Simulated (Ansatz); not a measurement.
Cl₂GaH···H₂

The calculation's input:

```
crystal:
  periodic: [false, false, false]
  atoms:
    - { symbol: Ga, position_ang: [0.017611, 0.230391, 0.057656] }
    - { symbol: Cl, position_ang: [-0.081327, 0.487694, 2.262314] }
    - { symbol: H, position_ang: [1.37814, 0.087631, -0.682948] }
    - { symbol: Cl, position_ang: [-1.908276, 0.274583, -0.944853] }
    - { symbol: H, position_ang: [-0.234917, -2.42117, 0.816963] }
    - { symbol: H, position_ang: [-0.194731, -1.913929, 1.329268] }
basis:
  gaussian: { orbitals: def2-SVP }
hamiltonian:
  xc: blyp
  dispersion: d4
relax:
  f_tol: 0.03
  max_steps: 50
output:
  orbitals: {}
```

Run with:

```sh
ansatz run input.yaml --threads 2 --pin off --max-ram 3072MiB --backend cpu --events-out ev --progress --plain --runs-dir out
```

The fields are those of the run's last geometry, not of the input's.

Level of theory: RKS BLYP-D4/def2-SVP (Ansatz 0.2.0).

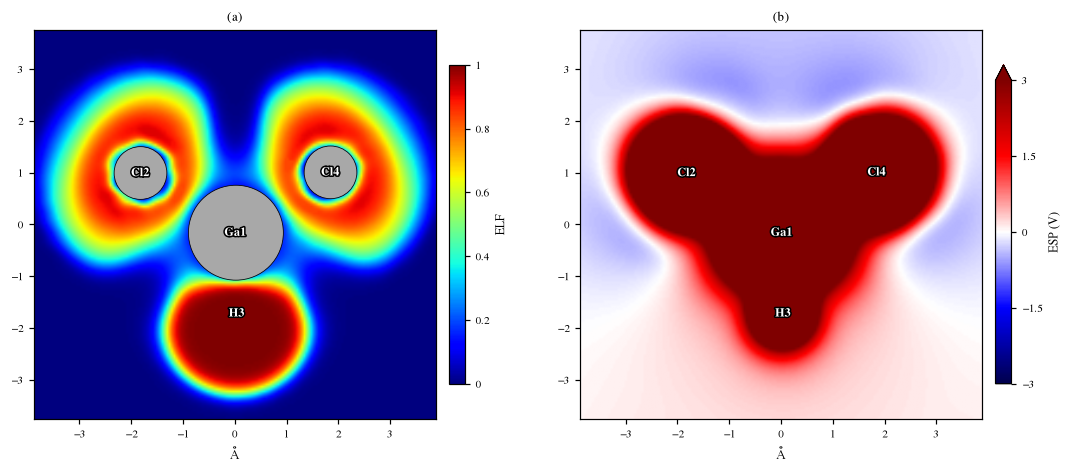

Figure 1. (a) ELF; (b) electrostatic potential on the plane of atoms Cl2, Ga1 and H3. Grey discs cover the atomic cores in the ELF map.

> Interpret the plot.

- Atoms in the plane: Ga, Cl and H.
- Ga–Cl (2.17 Å): the ELF peaks at about 0.85 in the valence shell of Cl, 0.8 Å from its nucleus, and is about 0.55 at the midpoint.
- Ga–H (1.56 Å): the ELF climbs to about 1 towards the hydrogen.
- The ELF also peaks beside Cl4 and Cl2, away from the bonds: lone-pair regions.
- Outside the dense part of the complex the potential is most negative (−0.6 V) near Cl4.

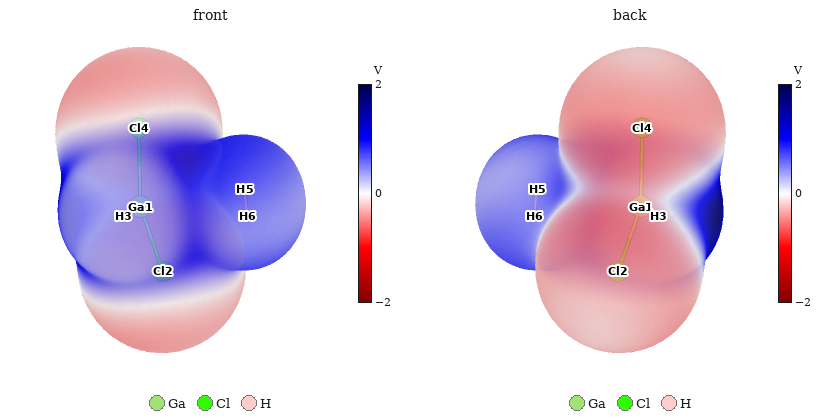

Figure 2. The electrostatic potential painted on the density surface at 0.001 e/bohr³, seen from the front and from behind; the colour scale runs from red (negative) to blue (positive).

> Where is the surface potential most negative and most positive?

The most negative region (about −0.6 V) lies over Cl2 and Cl4, the most positive (about +1.8 V) over Ga1.

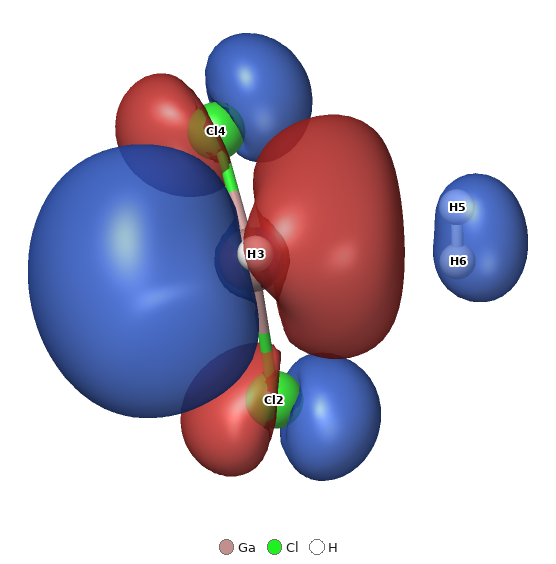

Figure 3. The LUMO at ±0.06 Å⁻³ᐟ² (blue and red are the two phases), seen across its widest extent.

> Describe this orbital and give its energy.

Its weight (Hirshfeld) is mainly on Ga1 (about 70 %), Cl4 (about 10 %) and Cl2 (about 10 %). Its energy is −1.96 eV.

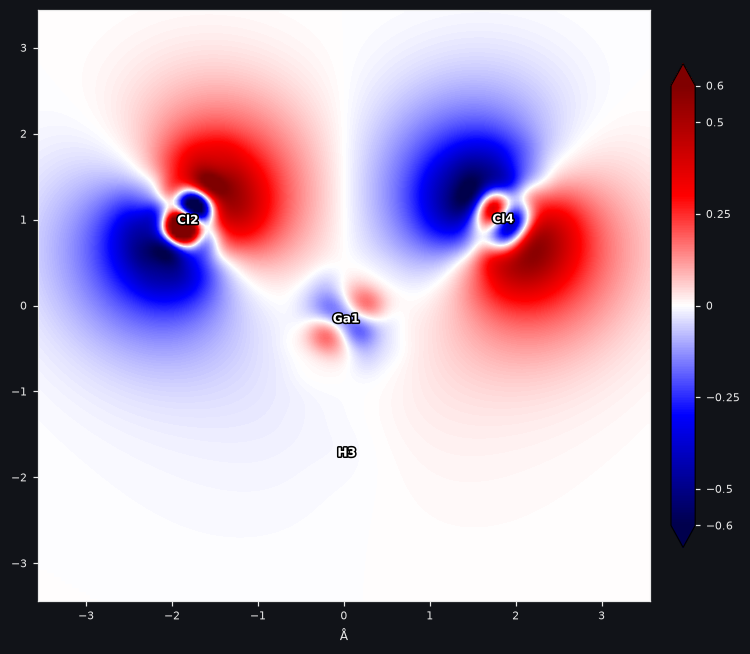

Figure 4. The HOMO on the plane of atoms Cl2, Ga1 and H3 (values in Å⁻³ᐟ²; the overall sign is arbitrary).

> Where does this orbital lie, and at what energy?

It lies mainly on Cl2 (about 45 %) and Cl4 (about 45 %); largely a combination of lone pairs on Cl2 and Cl4. Its energy is −7.21 eV.
